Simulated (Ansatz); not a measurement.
B2FH3O (SMILES BB(O)F)

```xyz
7

B    -0.7400    0.9812   -0.1535
B     0.2847   -0.3751   -0.1225
O     0.7074   -0.9500    1.0371
F     0.7065   -0.9172   -1.3028
H    -1.9482    0.8680   -0.1863
H    -0.3010    2.1128   -0.1683
H     1.2906   -1.7198    0.8964
```

Level of theory: Ansatz 0.2.0, RKS PBE-D4/def2-SVPD.

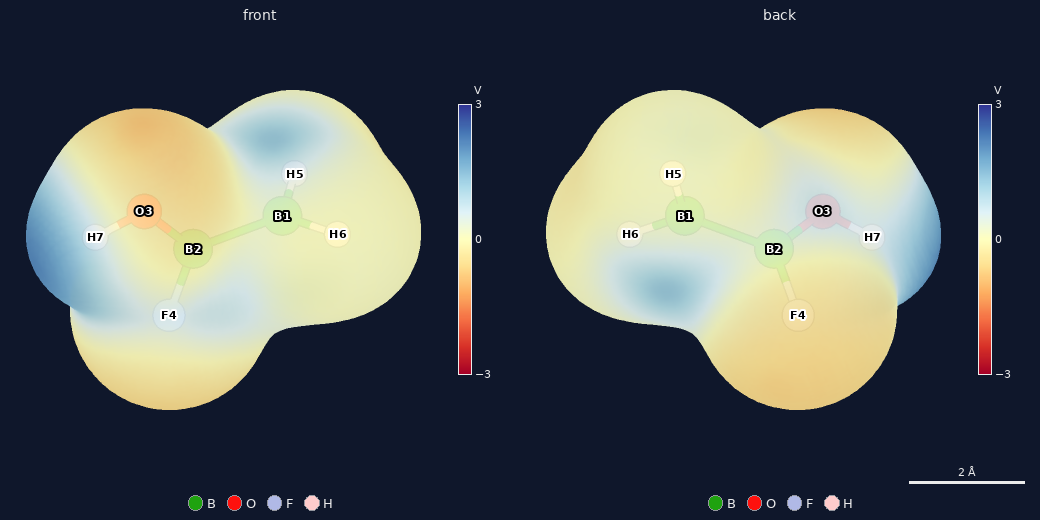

Figure 1. The molecular electrostatic potential painted on the density surface at 0.001 e/bohr³, seen from the front and from behind; the colour scale runs from red (negative) to blue (positive).

**Describe the electrostatic potential map.**

The most negative region (about −0.8 V, or −18 kcal/mol for a unit charge) lies over O3, the most positive (about +2.1 V, or +48 kcal/mol for a unit charge) over H7.

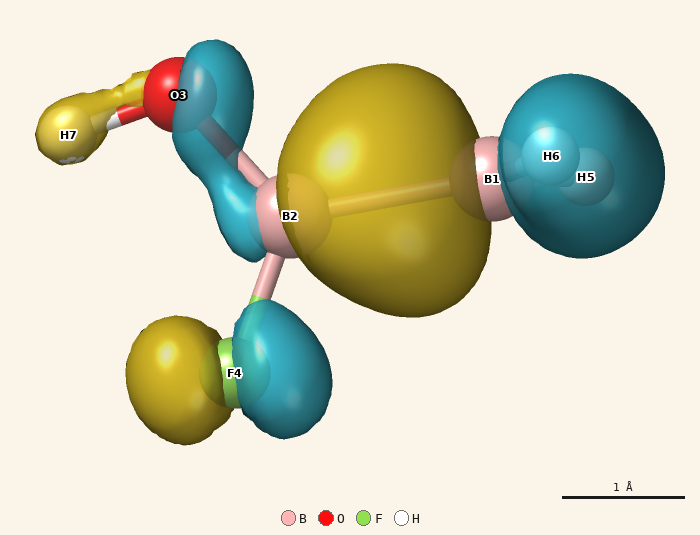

Figure 2. The HOMO at ±0.15 Å⁻³ᐟ² (yellow and cyan are the two phases), seen across its widest extent.

**Describe this orbital and give its energy.**

By Hirshfeld shares it lies mainly on B1 (about 35 %), B2 (about 25 %), F4 (about 15 %), H5 (about 10 %) and H6 (about 10 %). Its energy is −7.62 eV.

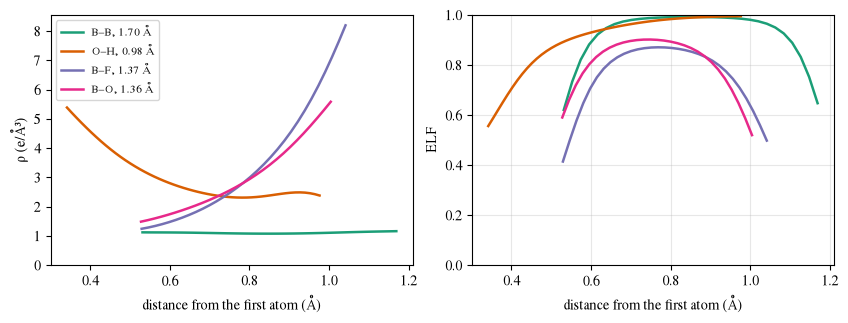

Figure 3. Total electron density and electron localisation function along straight lines between neighbouring atoms. The curves leave out the atomic cores.

**What can be read from the curves?**

B–B (1.70 Å): the density is about 1.1 e/Å³ at the midpoint; the ELF peaks at about 1 between the atoms (a shared electron pair).
O–H (0.98 Å): the density is about 3.6 e/Å³ at the midpoint; the ELF climbs to about 1 towards the hydrogen, as it does in any bond to H; an ordinary covalent bond to hydrogen.
B–F (1.37 Å): ρ at the midpoint is about 1.9 e/Å³; the ELF peaks at about 0.85 between the atoms: a polar covalent bond.
B–O (1.36 Å): ρ at the midpoint is about 2.1 e/Å³; the ELF peaks at about 0.90 between the atoms: a shared but strongly polarised pair.

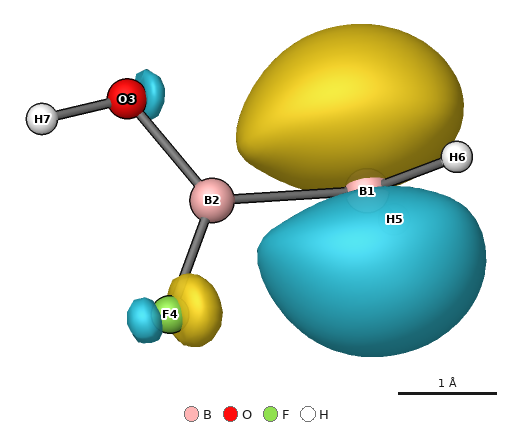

Figure 4. One frontier orbital at ±0.15 Å⁻³ᐟ² (yellow and cyan are the two phases), seen at a tilt.

**Which orbital is it: HOMO or LUMO?**

The LUMO, at −3.22 eV. It lies mainly on B1 (about 70 %), B2 (about 10 %), H6 (about 5 %) and H5 (about 5 %).
